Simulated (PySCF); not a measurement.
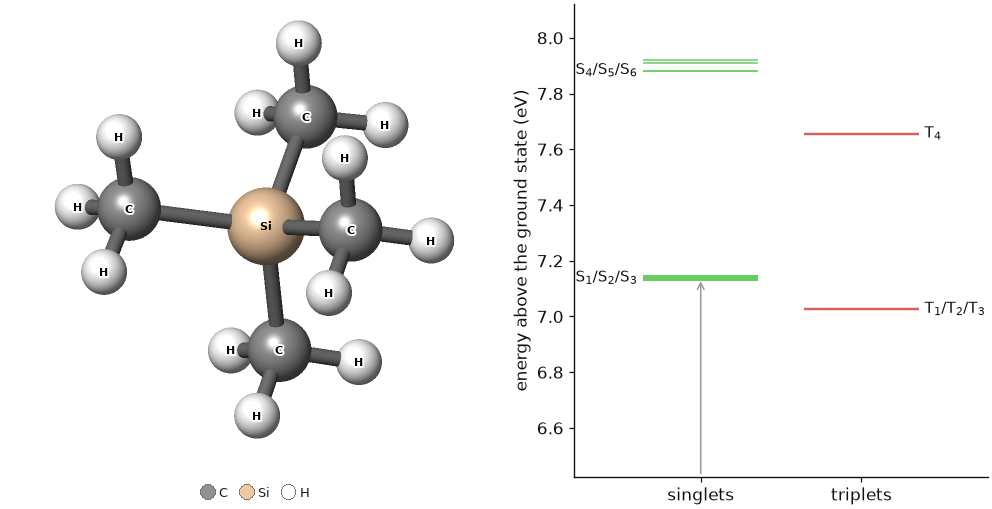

State diagram of C₄H₁₂Si, SMILES C[Si](C)(C)C. Vertical TDDFT excitations, PBE0/aug-cc-pVDZ, PySCF 2.14.0, at a PBE0-D3(BJ)/def2-SVP geometry (no frequency check), gas phase. Triplets in the Tamm-Dancoff approximation; only the lowest 10 singlets and 4 triplets were computed. Thicker singlet lines are brighter; the arrow marks the brightest. S0, at zero, lies below the range drawn. States within 0.01 eV of each other are merged, with their strengths summed. The highest state may be half of a pair whose partner wasn't computed.

Question: How many of the triplet levels drawn lie below S1?

Answer: 1 of 2 (T1/T2/T3 7.03 eV, T4 7.65 eV; S1 7.14 eV).

Question: What is the vertical gap between S1 and T1?

Answer: 0.11 eV: S1/S2/S3 at 7.14 eV, T1/T2/T3 at 7.03 eV.

Question: What are the energy, strength and character of the state that the arrow marks?

Answer: S1/S2/S3 at 7.14 eV (174 nm), f = 0.208, mainly HOMO/HOMO−1/HOMO−2 → LUMO.

Caveats: core orbitals are frozen in the response.
